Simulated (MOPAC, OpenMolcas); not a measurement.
GeNH4Cl (SMILES [NH2][GeH2][Cl]): the dipole moment, rung by rung

GeNH4Cl: 7 atoms, total charge 0, spin state singlet. As SMILES, `[NH2][GeH2][Cl]`. The coordinates come from a PBE0-D4/def2-TZVP relaxation. This is one conformer, not always the lowest.

```xyz
7

N    -0.7929    0.5155   -0.7227
Ge    0.5799    0.0033    0.3532
Cl    0.3945   -2.0546    1.0345
H    -1.7009    0.5268   -0.2796
H    -0.8589    0.0147   -1.5977
H     0.5593    0.8649    1.6172
H     1.8802    0.0613   -0.4506
```

Each level gives the dipole moment (D). The values are calculated.

```json
{"level": "PM7", "kind": "semi-empirical", "program": "MOPAC", "value (D)": "2.27", "CPU time": "under 2 s"}
{"level": "HF/cc-pVDZ", "kind": "Hartree–Fock", "program": "OpenMolcas", "value (D)": "1.91", "CPU time": "5.5 s"}
{"level": "SVWN5/cc-pVDZ", "kind": "LDA", "program": "OpenMolcas", "value (D)": "1.98", "CPU time": "13 s"}
{"level": "BLYP/cc-pVDZ", "kind": "GGA", "program": "OpenMolcas", "value (D)": "1.92", "CPU time": "20 s"}
{"level": "revPBE/cc-pVDZ", "kind": "GGA", "program": "OpenMolcas", "value (D)": "1.96", "CPU time": "20 s"}
{"level": "TPSS/cc-pVDZ", "kind": "meta-GGA", "program": "OpenMolcas", "value (D)": "1.98", "CPU time": "27 s"}
{"level": "B3LYP/cc-pVDZ", "kind": "global hybrid", "program": "OpenMolcas", "value (D)": "1.91", "CPU time": "18 s"}
```

All-electron rows without a relativistic Hamiltonian named are non-relativistic. The values span 1.91 to 2.27 D. Magnitudes only. CPU times are rough (shared hosts, several kinds of processor): they show what a rung costs within a factor of a few.

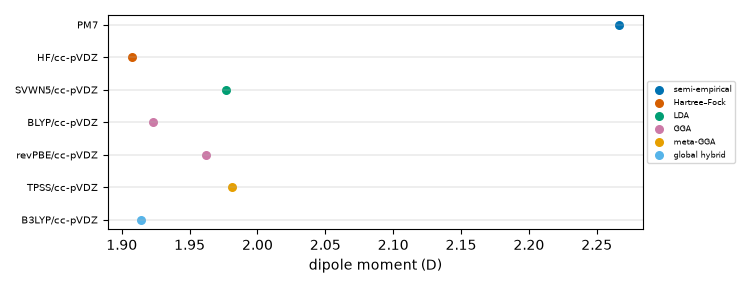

The values of the table, level by level.
